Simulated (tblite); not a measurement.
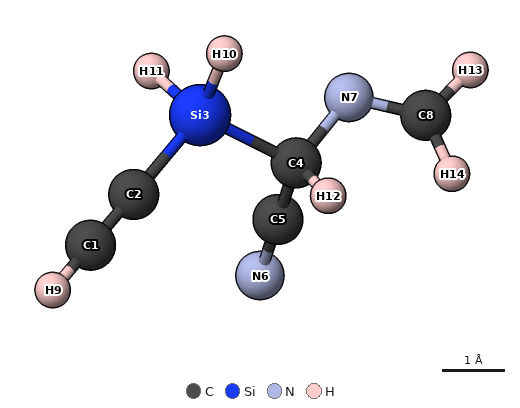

C$_{5}$H$_{6}$N$_{2}$Si (charge −1, multiplicity 2), before the relaxation. The picture is a ball-and-stick view, seen at a tilt.

Level of theory: GFN2-xTB geometry optimisation, gas phase in tblite.

```xyz
14

C     3.5038    0.3458    1.0921
C     2.5352   -0.0695    0.4903
Si    1.0528   -0.7405   -0.4308
C    -0.5646    0.0845    0.1541
C    -0.6114    1.5151   -0.1327
N    -0.6691    2.9483   -0.4346
N    -1.7092   -0.5375   -0.5360
C    -2.8151   -0.4871    0.1159
H     4.3510    0.7206    1.6157
H     0.9744   -2.2087   -0.1969
H     1.2502   -0.5294   -1.8961
H    -0.6317   -0.0872    1.2477
H    -3.7344   -0.9279   -0.3233
H    -2.9326   -0.0270    1.1031
```

Q: Predict the outcome.

A: After 104 geometry steps the energy has fallen by 303.1 kJ/mol. H14 moves most after the best rigid fit: 1.16 Å. Largest moves by element: H 1.16 Å, C 0.56 Å, N 0.48 Å, Si 0.34 Å. Among the contacts that change: C5–N6 1.466 → 1.153 Å, Si3–C4 1.908 → 2.024 Å, C4–N7 1.474 → 1.403 Å, C4–C5 1.460 → 1.415 Å. Bond angles that change, for instance: C1–C2–Si3 179.0° → 161.7°, C2–Si3–C4 111.5° → 128.6°, C4–Si3–H10 109.5° → 97.9°. Groups turn about C4–N7 by about 55°.

Step by step:

```
step  E − E(0), kJ/mol
   0              0.00
   1           -230.05
   2           -243.22
   3           -264.61
   4           -270.29
   5           -274.15
   6           -277.09
   7           -279.10
   8           -280.73
   9           -281.16
  10           -281.77
  15           -284.07
  20           -287.14
  25           -288.43
  30           -290.57
  35           -293.23
  40           -295.26
  45           -297.25
  50           -298.93
  55           -300.48
  59           -301.00
  64           -301.39
  69           -301.96
  74           -302.30
  79           -302.57
  84           -302.76
  89           -302.96
  94           -303.02
  99           -303.06
 104           -303.09
```

Final geometry:

```xyz
14

C     3.5113    0.0851    1.0699
C     2.5555   -0.3348    0.4370
Si    0.8735   -0.4960   -0.2707
C    -0.7763    0.6055    0.1299
C    -0.5970    1.9334   -0.3235
N    -0.4297    3.0167   -0.6805
N    -1.8003   -0.0648   -0.5565
C    -2.5452   -0.8989    0.0990
H     4.4435    0.2734    1.5257
H     0.3687   -1.8001    0.2121
H     0.9965   -0.3595   -1.7297
H    -0.8811    0.6190    1.2350
H    -3.2546   -1.4950   -0.4564
H    -2.4656   -1.0842    1.1772
```

After the run, drawn alike:

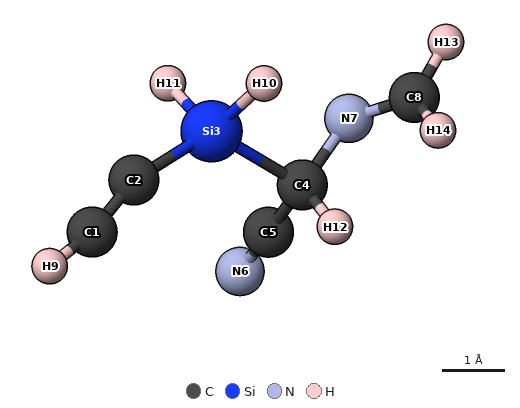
